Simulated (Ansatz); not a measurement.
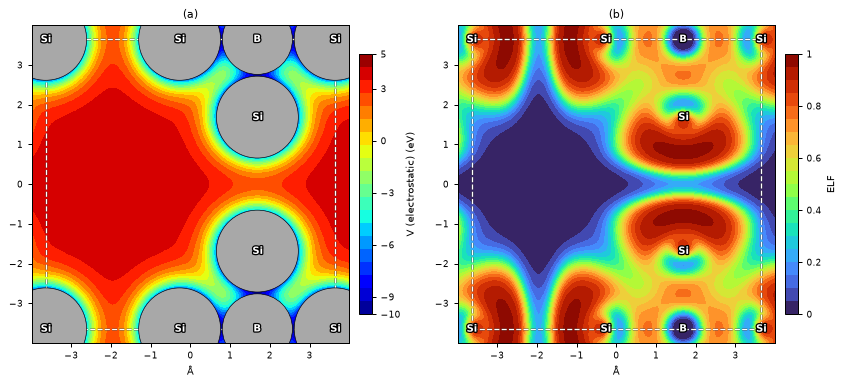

The picture shows: Si3B. (a) electrostatic potential energy of an electron; (b) electron localisation function on the (001) plane of the conventional cell. Grey discs cover the atomic cores in the potential map.

Space group Pm-3m; a structure generated by program, which may or may not match a known phase.

Computed with DFT PBE, scalar-relativistic, plane waves, PAW in Ansatz.

In a PAW calculation such maps are meaningful between the atoms, not at the nuclei.

Input

```
crystal:
  lattice:
    - [7.2894062713, 0.0, 0.0]
    - [0.0, 7.2894062713, 0.0]
    - [0.0, 0.0, 7.2894062713]
  atoms:
    - { symbol: Si, position: [0.2686222452, 0.0, 0.0] }
    - { symbol: Si, position: [0.7313777548, 0.0, 0.0] }
    - { symbol: Si, position: [0.0, 0.2686222452, 0.0] }
    - { symbol: Si, position: [0.0, 0.7313777548, 0.0] }
    - { symbol: Si, position: [0.0, 0.0, 0.2686222452] }
    - { symbol: Si, position: [0.0, 0.0, 0.7313777548] }
    - { symbol: B, position: [0.0, 0.0, 0.0] }
    - { symbol: B, position: [0.5, 0.5, 0.5] }
basis:
  ecutwfc: 420
kpoints:
  mp_grid: { grid: [6, 6, 6] }
  band_path:
    path:
      - [[0.0, 0.0, 0.0], [0.0, 0.5, 0.0], [0.5, 0.5, 0.0], [0.0, 0.0, 0.0], [0.5, 0.5, 0.5], [0.0, 0.5, 0.0]]
      - [[0.5, 0.5, 0.5], [0.5, 0.5, 0.0]]
    npoints: 14
hamiltonian:
  xc: pbe
scf:
  occupations: { method: gaussian, width: 0.1 }
  n_extra_bands: 20
output:
  forces: true
  stress: true
  eigenvalues: true
  populations: true
  dos: { projected: true, de: 0.02, nscf_kmesh: { grid: [8, 8, 8] } }
  bader: true
  write_density: true
  write_potential: true
  elf: true
  volumetric_format: npy
```

Command:

```sh
ansatz run input.yaml --threads 1 --pin off --max-ram 2560MiB --backend cpu --events-out ev --progress --plain --runs-dir out
```

Below, planes, directions and counts refer to the conventional cell (a = 7.29 Å, b = 7.29 Å, c = 7.29 Å, α = 90.00°, β = 90.00°, γ = 90.00°).

Question: Interpret the plot.

Answer:
- Atoms in the plane: Si and B.
- Si–B (1.96 Å): the ELF peaks at about 0.75 between the atoms.
- The ELF also peaks beside Si, away from the bonds: lone-pair regions.
- Outside the cores the potential energy rises away from the atoms and is highest about 3.6 Å from the nearest atoms; its zero is arbitrary.
